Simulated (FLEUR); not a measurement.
# FeNi3 (Awaruite): parallel and opposed starts, part 2 of 3

Does FeNi3 (Awaruite) prefer parallel or opposed moments?

FLEUR MaX-R8.1; PBE; all-electron FLAPW, Dirac cores, scalar-relativistic bands.

So far. Step 2 (Run 1 (ferro ++++)): After 24 cycles the largest moment stands at 2.95 μB.

**3. Run 2 (ferri ++--)**

Another pattern of signs weighs the neighbour shells otherwise.

Contents of inp.xml:

```
<?xml version="1.0" encoding="UTF-8" standalone="no"?>
<fleurInput fleurInputVersion="0.39">
   <comment>
      FeNi3
   </comment>
   <calculationSetup>
      <cutoffs Kmax="3.6" Gmax="10.8" GmaxXC="10.8" numbands="0"/>
      <scfLoop itmax="90" minDistance="0.00002" maxIterBroyd="15" imix="Anderson" alpha="0.05" precondParam="0.0" spinf="2.0" sdNocoIR="T"/>
      <coreElectrons ctail="T" frcor="F" kcrel="1" coretail_lmax="0"/>
      <xcFunctional name="pbe" relativisticCorrections="F"/>
      <magnetism jspins="2"/>
      <soc l_soc="F" theta="0.0" phi="0.0" spav="F"/>
      <expertModes spex="0" secvar="F"/>
      <geometryOptimization l_f="F" forcealpha="1.0" forcemix="BFGS" epsdisp="0.00001" epsforce="0.00001"/>
      <ldaU l_linMix="F" mixParam="0.05" spinf="1.0"/>
   </calculationSetup>
   <cell>
      <bzIntegration valenceElectrons="70.0" mode="hist" fermiSmearingEnergy="0.00183747">
         <kPointListSelection listName="default-1"/>
         <xi:include xmlns:xi="http://www.w3.org/2001/XInclude" href="kpts.xml"> </xi:include>
      </bzIntegration>
      <xi:include xmlns:xi="http://www.w3.org/2001/XInclude" href="sym.xml"> </xi:include>
      <bulkLattice scale="1.0">
         <bravaisMatrix>
            <row-1>    6.6990791117069994     0.0000000000000000     0.0000000000000000</row-1>
            <row-2>    0.0000000000000000     6.6990791117069994     0.0000000000000000</row-2>
            <row-3>    0.0000000000000000     0.0000000000000000     6.6990791117069994</row-3>
         </bravaisMatrix>
      </bulkLattice>
   </cell>
   <atomSpecies>
      <species name="Iron (Fe) 2.800" element="Fe" atomicNumber="26">
         <mtSphere radius="2.31" gridPoints="763" logIncrement="0.016"/>
         <atomicCutoffs lmax="8" lnonsphr="6"/>
         <electronConfig flipSpins="F">
            <coreConfig>(1s1/2) (2s1/2) (2p1/2) (2p3/2)</coreConfig>
            <valenceConfig>(3s1/2) (3p1/2) (3p3/2) (4s1/2) (3d3/2) (3d5/2)</valenceConfig>
            <stateOccupation state="(3d3/2)" spinUp="1.4" spinDown="1.0"/>
            <stateOccupation state="(3d5/2)" spinUp="3.0" spinDown="0.6"/>
         </electronConfig>
         <energyParameters s="4" p="4" d="3" f="4"/>
         <lo type="SCLO" l="0" n="3" eDeriv="0"/>
         <lo type="SCLO" l="1" n="3" eDeriv="0"/>
      </species>
      <species name="Nickel (Ni1.001" element="Ni" atomicNumber="28">
         <mtSphere radius="2.31" gridPoints="763" logIncrement="0.016"/>
         <atomicCutoffs lmax="8" lnonsphr="6"/>
         <electronConfig flipSpins="F">
            <coreConfig>(1s1/2) (2s1/2) (2p1/2) (2p3/2)</coreConfig>
            <valenceConfig>(3s1/2) (3p1/2) (3p3/2) (4s1/2) (3d3/2) (3d5/2)</valenceConfig>
            <stateOccupation state="(3d3/2)" spinUp="1.6" spinDown="1.6"/>
            <stateOccupation state="(3d5/2)" spinUp="2.9005" spinDown="1.8995"/>
         </electronConfig>
         <energyParameters s="4" p="4" d="3" f="4"/>
         <lo type="SCLO" l="0" n="3" eDeriv="0"/>
         <lo type="SCLO" l="1" n="3" eDeriv="0"/>
      </species>
      <species name="Nickel (Ni-1.001" element="Ni" atomicNumber="28">
         <mtSphere radius="2.31" gridPoints="763" logIncrement="0.016"/>
         <atomicCutoffs lmax="8" lnonsphr="6"/>
         <electronConfig flipSpins="F">
            <coreConfig>(1s1/2) (2s1/2) (2p1/2) (2p3/2)</coreConfig>
            <valenceConfig>(3s1/2) (3p1/2) (3p3/2) (4s1/2) (3d3/2) (3d5/2)</valenceConfig>
            <stateOccupation state="(3d3/2)" spinUp="1.6" spinDown="1.6"/>
            <stateOccupation state="(3d5/2)" spinUp="1.8995" spinDown="2.9005"/>
         </electronConfig>
         <energyParameters s="4" p="4" d="3" f="4"/>
         <lo type="SCLO" l="0" n="3" eDeriv="0"/>
         <lo type="SCLO" l="1" n="3" eDeriv="0"/>
      </species>
   </atomSpecies>
   <atomGroups>
      <atomGroup species="Iron (Fe) 2.800">
         <relPos label="                   1">.0000000000 .0000000000 .0000000000</relPos>
         <force calculate="T" relaxXYZ="TTT"/>
      </atomGroup>
      <atomGroup species="Nickel (Ni1.001">
         <relPos label="                   2">.0000000000 1.000/2.000 1.000/2.000</relPos>
         <force calculate="T" relaxXYZ="TTT"/>
      </atomGroup>
      <atomGroup species="Nickel (Ni-1.001">
         <relPos label="                   3">1.000/2.000 .0000000000 1.000/2.000</relPos>
         <relPos label="                   4">1.000/2.000 1.000/2.000 .0000000000</relPos>
         <force calculate="T" relaxXYZ="TTT"/>
      </atomGroup>
   </atomGroups>
   <output dos="F" band="F" slice="F">
      <bandDOS minEnergy="-.5*Htr" maxEnergy="0.5*Htr" sigma="0.015" storeEVData="T"/>
      <plotting iplot="0" polar="F">
         <plot TwoD="T" vec1="  1.0  0.0  0.0" vec2="  0.0  1.0  0.0" vec3="  0.0  0.0  1.0" zero="  0.0  0.0  0.0" file="plot"/>
      </plotting>
      <moessbauerParams electricFieldGradient="F" isomerShift="T" coreHyperfine="T" valenceHyperfine="T"/>
   </output>
</fleurInput>
```

Contents of crystal.txt:

```
FeNi3
&input film=F cartesian=F /
3.54500000000  0.00000000000  0.00000000000
0.00000000000  3.54500000000  0.00000000000
0.00000000000  0.00000000000  3.54500000000
1.8897261246
1.0 1.0 1.0

4
26 0.00000000000  0.00000000000  0.00000000000 : 2.800
28 0.00000000000  0.50000000000  0.50000000000 : 1.001
28 0.50000000000  0.00000000000  0.50000000000 : -1.001
28 0.50000000000  0.50000000000  0.00000000000 : -1.001

&kpt div1=8 div2=8 div3=8 gamma=T /
```

On the command line:

```bash
> OMP_NUM_THREADS=1 inpgen -f crystal.txt > inpgen.log  # inp.xml is then edited as shown
> OMP_NUM_THREADS=1 mpirun -n 4 fleur_MPI > fleur.log
```

Log:

```text
[banner, memory and clock lines left out]
Welcome to FLEUR        (www.flapw.de)
      MaX-Release 8.1          (www.max-centre.eu)

 ========== k-point set info ==========
 Selected k-point list: default-1
 k-point list type: mesh
 0 x 0 x 0
 Number of k points: 76

 ------------Calculation Setup---------------------------
 Number of PE/node        :            4
 Number of OMP-threads    :            1
 k-points in parallel     :            4
 pe's per k-point         :            1
 No of k-point loops      :           19
 Eigenvalue solver        :       lapack
 Number of basis functions:          275
 Approximate size of matrices (H+S) per k-point:         0.001 GB
 [... lines of the core solver left out ...]
 Iteration:     1   Distance:      32.94432499 me/bohr^3
 Iteration:     2   Distance:      28.37601495 me/bohr^3
 Iteration:     3   Distance:      23.06205155 me/bohr^3
 Iteration:     4   Distance:      27.55842550 me/bohr^3
 Iteration:     5   Distance:      13.87922018 me/bohr^3
 Iteration:     6   Distance:      13.20131350 me/bohr^3
 Iteration:     7   Distance:       9.91790079 me/bohr^3
 Iteration:     8   Distance:       8.21439043 me/bohr^3
 Iteration:     9   Distance:       8.50586022 me/bohr^3
 Iteration:    10   Distance:       5.01151731 me/bohr^3
[... 16 iterations left out ...]
 Iteration:    27   Distance:       0.00157787 me/bohr^3
 Iteration:    28   Distance:       0.00157197 me/bohr^3
 Iteration:    29   Distance:       0.00032040 me/bohr^3
 Iteration:    30   Distance:       0.00028996 me/bohr^3
 Iteration:    31   Distance:       0.00026893 me/bohr^3
 Iteration:    32   Distance:       0.00013942 me/bohr^3
 Iteration:    33   Distance:       0.00008885 me/bohr^3
 Iteration:    34   Distance:       0.00008237 me/bohr^3
 Iteration:    35   Distance:       0.00002533 me/bohr^3
 Iteration:    36   Distance:       0.00001344 me/bohr^3

 ********************************************************************
 Run finished successfully
 Stop message:
   all done
 ********************************************************************

--- out.xml (last complete iteration) ---
<iteration numberForCurrentRun="   36" overallNumber="   36">
         [... left out ...]
         <bandgap value="0.0148372948" units="eV"/>
         <sumValenceSingleParticleEnergies value="-63.2718685424" units="Htr"/>
         <FermiEnergy value="0.3358090508" units="Htr"/>
         <valenceDensity>
            <mtCharges spin="1">
               <mtCharge atomType="1" total="8.8947130" s="1.2083620" p="3.1923363" d="4.4740551" f="0.0151070"/>
               <mtCharge atomType="2" total="8.9421231" s="1.2251957" p="3.2017897" d="4.4955335" f="0.0145977"/>
               <mtCharge atomType="3" total="8.9421232" s="1.2251957" p="3.2017896" d="4.4955337" f="0.0145977"/>
            </mtCharges>
            <mtCharges spin="2">
               <mtCharge atomType="1" total="5.9427445" s="1.1926835" p="3.1900622" d="1.5386812" f="0.0164103"/>
               <mtCharge atomType="2" total="8.2652555" s="1.2378324" p="3.2396478" d="3.7702204" f="0.0133646"/>
               <mtCharge atomType="3" total="8.2652549" s="1.2378322" p="3.2396477" d="3.7702202" f="0.0133646"/>
            </mtCharges>
            <spinDependentCharge spin="1" total="37.4246802" interstitial="1.7035978" mtSpheres="35.7210824"/>
            <spinDependentCharge spin="2" total="32.5753198" interstitial="1.8368100" mtSpheres="30.7385099"/>
            <totalCharge value="70.0000000000"/>
         </valenceDensity>
         [... left out ...]
         <magneticMomentsInMTSpheres units="muBohr">
            <globalMagMoment atomType="1" vec="0.00000   0.00000   2.95198"/>
            <localMagMoment atomType="1" vec="0.00000   0.00000   2.95198"/>
            <globalMagMoment atomType="2" vec="0.00000   0.00000   0.67687"/>
            <localMagMoment atomType="2" vec="0.00000   0.00000   0.67687"/>
            <globalMagMoment atomType="3" vec="0.00000   0.00000   0.67687"/>
            <localMagMoment atomType="3" vec="0.00000   0.00000   0.67687"/>
         </magneticMomentsInMTSpheres>
         [... left out ...]
         <totalEnergy value="    -5835.3108945984" units="Htr">
            <sumOfEigenvalues value="    -3352.9575240713">
               <coreElectrons value="-3289.6856555289"/>
               <valenceElectrons value="-63.2718685424"/>
            </sumOfEigenvalues>
            <densityCoulombPotentialIntegral value="-8957.9931110907"/>
            <densityEffectivePotentialIntegral value="-9278.4951434613"/>
            <chargeDenXCDenIntegral value="-246.7582251586"/>
            <FockExchangeEnergyValence value="0.0000000000"/>
            <FockExchangeEnergyCore value="0.0000000000"/>
         [... left out ...]
            <tkbTimesEntropy value="0.0010121447"/>
            <freeEnergy value="-5835.3119067431"/>
            <extrapolationTo0K value="-5835.3114006708"/>
         </totalEnergy>
         <densityConvergence units="me/bohr^3">
            <chargeDensity spin="1" distance="0.0000046411"/>
            <chargeDensity spin="2" distance="0.0000102217"/>
            <overallChargeDensity distance="0.0000084458"/>
            <spinDensity distance="0.0000134430"/>
         </densityConvergence>
      </iteration>
```

Elapsed: 1.8 min, on 4 MPI ranks of Arm Neoverse N1, shared host; peak memory 0.27 GiB; 7 min of CPU time.

Spin moment in the muffin-tin sphere by atom:

| atom | spin moment in the muffin-tin sphere (μB) |
| --- | --- |
| Fe1 | 2.95 |
| Ni2 | 0.68 |
| Ni3 | 0.68 |
| Ni4 | 0.68 |

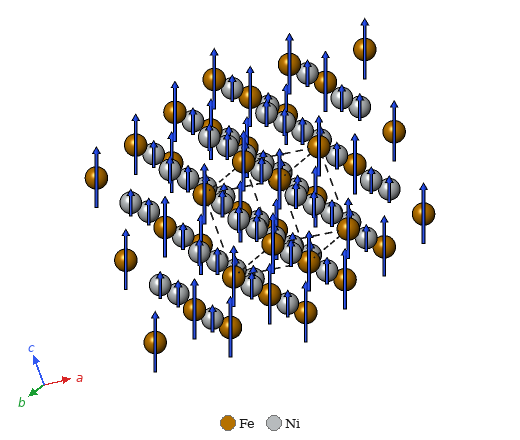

Spin moment in the muffin-tin sphere as arrows, the longest 2.95 μB. Up and down stand for the sign. Arrows give size and sign along the axis of quantisation, drawn up and down the page. Each arrow also spans its atom, so small moments look longer than they are. 2×3×2 cells are drawn. Some periodic images of atoms are drawn too.

Read from the output:

```yaml
free_energy: -158786.9262 eV
program_s_band_gap_on_this_mesh_in_a_metal_only_a_level_spacing: 0.01484 eV
magnetization: 4.849 μB
final_state: ferromagnetic
```

The typed pattern was not kept: a seeded moment turned or collapsed.

It lies level with the first start, and its largest moment is 2.95 μB against 2.95 μB.

**4. Start 3: no spin polarisation**

Without spin polarisation no moment can form, so the difference from the other runs is what forming moments gains.

inp.xml: that of step 3 with these lines changed.

```diff
@@ -10,3 +10,3 @@
       <xcFunctional name="pbe" relativisticCorrections="F"/>
-      <magnetism jspins="2"/>
+      <magnetism jspins="1"/>
       <soc l_soc="F" theta="0.0" phi="0.0" spav="F"/>
@@ -31,3 +31,3 @@
    <atomSpecies>
-      <species name="Iron (Fe) 2.800" element="Fe" atomicNumber="26">
+      <species name="Iron (Fe)" element="Fe" atomicNumber="26">
          <mtSphere radius="2.31" gridPoints="763" logIncrement="0.016"/>
@@ -37,4 +37,4 @@
             <valenceConfig>(3s1/2) (3p1/2) (3p3/2) (4s1/2) (3d3/2) (3d5/2)</valenceConfig>
-            <stateOccupation state="(3d3/2)" spinUp="1.4" spinDown="1.0"/>
-            <stateOccupation state="(3d5/2)" spinUp="3.0" spinDown="0.6"/>
+            <stateOccupation state="(3d3/2)" spinUp="1.200000" spinDown="1.200000"/>
+            <stateOccupation state="(3d5/2)" spinUp="1.800000" spinDown="1.800000"/>
          </electronConfig>
@@ -44,3 +44,3 @@
       </species>
-      <species name="Nickel (Ni1.001" element="Ni" atomicNumber="28">
+      <species name="Nickel (Ni)" element="Ni" atomicNumber="28">
          <mtSphere radius="2.31" gridPoints="763" logIncrement="0.016"/>
@@ -50,17 +50,4 @@
             <valenceConfig>(3s1/2) (3p1/2) (3p3/2) (4s1/2) (3d3/2) (3d5/2)</valenceConfig>
-            <stateOccupation state="(3d3/2)" spinUp="1.6" spinDown="1.6"/>
-            <stateOccupation state="(3d5/2)" spinUp="2.9005" spinDown="1.8995"/>
-         </electronConfig>
-         <energyParameters s="4" p="4" d="3" f="4"/>
-         <lo type="SCLO" l="0" n="3" eDeriv="0"/>
-         <lo type="SCLO" l="1" n="3" eDeriv="0"/>
-      </species>
-      <species name="Nickel (Ni-1.001" element="Ni" atomicNumber="28">
-         <mtSphere radius="2.31" gridPoints="763" logIncrement="0.016"/>
-         <atomicCutoffs lmax="8" lnonsphr="6"/>
-         <electronConfig flipSpins="F">
-            <coreConfig>(1s1/2) (2s1/2) (2p1/2) (2p3/2)</coreConfig>
-            <valenceConfig>(3s1/2) (3p1/2) (3p3/2) (4s1/2) (3d3/2) (3d5/2)</valenceConfig>
-            <stateOccupation state="(3d3/2)" spinUp="1.6" spinDown="1.6"/>
-            <stateOccupation state="(3d5/2)" spinUp="1.8995" spinDown="2.9005"/>
+            <stateOccupation state="(3d3/2)" spinUp="1.600000" spinDown="1.600000"/>
+            <stateOccupation state="(3d5/2)" spinUp="2.400000" spinDown="2.400000"/>
          </electronConfig>
@@ -72,3 +59,3 @@
    <atomGroups>
-      <atomGroup species="Iron (Fe) 2.800">
+      <atomGroup species="Iron (Fe)">
          <relPos label="                   1">.0000000000 .0000000000 .0000000000</relPos>
@@ -76,7 +63,4 @@
       </atomGroup>
-      <atomGroup species="Nickel (Ni1.001">
+      <atomGroup species="Nickel (Ni)">
          <relPos label="                   2">.0000000000 1.000/2.000 1.000/2.000</relPos>
-         <force calculate="T" relaxXYZ="TTT"/>
-      </atomGroup>
-      <atomGroup species="Nickel (Ni-1.001">
          <relPos label="                   3">1.000/2.000 .0000000000 1.000/2.000</relPos>
```

Contents of crystal.txt:

```
FeNi3
&input film=F cartesian=F /
3.54500000000  0.00000000000  0.00000000000
0.00000000000  3.54500000000  0.00000000000
0.00000000000  0.00000000000  3.54500000000
1.8897261246
1.0 1.0 1.0

4
26 0.00000000000  0.00000000000  0.00000000000
28 0.00000000000  0.50000000000  0.50000000000
28 0.50000000000  0.00000000000  0.50000000000
28 0.50000000000  0.50000000000  0.00000000000

&kpt div1=8 div2=8 div3=8 gamma=T /
```

Log:

```text
[banner, memory and clock lines left out]
Welcome to FLEUR        (www.flapw.de)
      MaX-Release 8.1          (www.max-centre.eu)

 ========== k-point set info ==========
 Selected k-point list: default-1
 k-point list type: mesh
 0 x 0 x 0
 Number of k points: 36

 [... set-up left out ...]
 Iteration:     1   Distance:      17.66307829 me/bohr^3
 Iteration:     2   Distance:      10.16384444 me/bohr^3
 Iteration:     3   Distance:       8.25986985 me/bohr^3
 Iteration:     4   Distance:       7.66871616 me/bohr^3
 Iteration:     5   Distance:       2.23912364 me/bohr^3
[...]
<FermiEnergy value="0.3235481141" units="Htr"/>
         [... left out ...]
         <totalEnergy value="    -5835.2696712383" units="Htr">
            <sumOfEigenvalues value="    -3353.1924312562">
               <coreElectrons value="-3289.8597963568"/>
               <valenceElectrons value="-63.3326348994"/>
            </sumOfEigenvalues>
         [... left out ...]
            <freeEnergy value="-5835.2727507188"/>
            <extrapolationTo0K value="-5835.2712109785"/>
         </totalEnergy>
         <densityConvergence units="me/bohr^3">
            <chargeDensity spin="1" distance="0.0000063902"/>
         </densityConvergence>
      </iteration>
```

Wall time 18 s (4 MPI ranks); peak memory 0.19 GiB; 72 s of CPU time.

This step gave:

```
free energy                                                       : -158785.8607 eV
program's band gap on this mesh (in a metal only a level spacing) : 0.007293 eV
final state                                                       : non-magnetic (no spin polarisation)
```

It lies 266 meV a seeded atom over the first start.

**5. Energies of the orders**

Free energies are divided by the number of seeded atoms.

Orders:

```
               start    final state  typed order kept  energy over the lowest (meV a seeded atom)  largest sphere moment (μB)  net moment (μB a primitive cell)  mesh matched  CPU time (s)
          ferro ++++  ferromagnetic               yes                                           0                       2.952                             4.849           yes         152.6
          ferri ++--  ferromagnetic                no                                           0                       2.952                             4.849           yes         422.9
no spin polarisation   non-magnetic                 -                                       266.4                           0                                 0           yes          72.4
```

(Part 2 of 3 ends here.)

[Logs and program files are shortened in this print: banners, set-up blocks, solver, clock and traceback lines can be left out without a mark of their own.]

[Logs are printed without paths, hosts, clocks, repeated set-up lines and the standing remarks that a program may print on its own settings, such as how far it seeks lower states.]

[Hosts, paths, dates, database ids (printed as entryN), source tags and the programs' standing remarks are cut or masked in the printed files.]

[Where a cell is said to come from a database of computed structures, the database is the Materials Project.]
